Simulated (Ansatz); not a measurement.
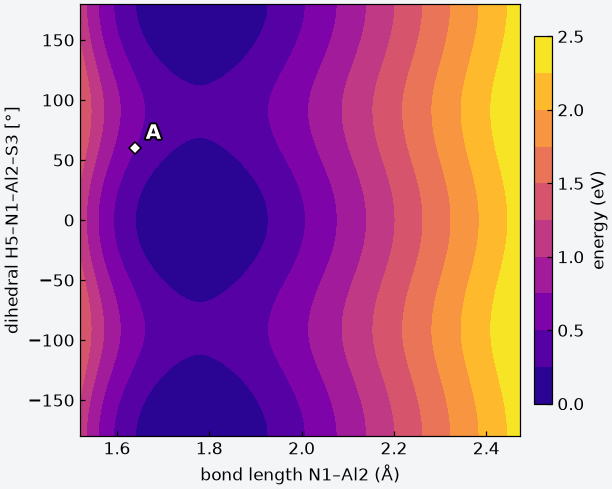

AlClH3NS, SMILES [NH2][Al]([SH])[Cl]. Coordinates scanned: (1) bond length N1–Al2; (2) dihedral H5–N1–Al2–S3. Nothing is relaxed (all other coordinates rigid). Grid: 9 × 9 points; 79 points were computed and 2 follow by symmetry. Energies are in eV, from the relaxed molecule at the same level. Theory: RKS PBE-D4/def2-TZVP in Ansatz.

The picture shows filled contours, the point A. Between grid points the surface is interpolated.

### Is A at rest? If not, where is it pushed?

A, at bond length N1–Al2 = 1.639 Å, dihedral H5–N1–Al2–S3 = 60°, is not a stationary point. The computed force is 4.6 eV for each Å towards larger values of bond length N1–Al2 and 0.0052 eV for each degree towards smaller values of dihedral H5–N1–Al2–S3.
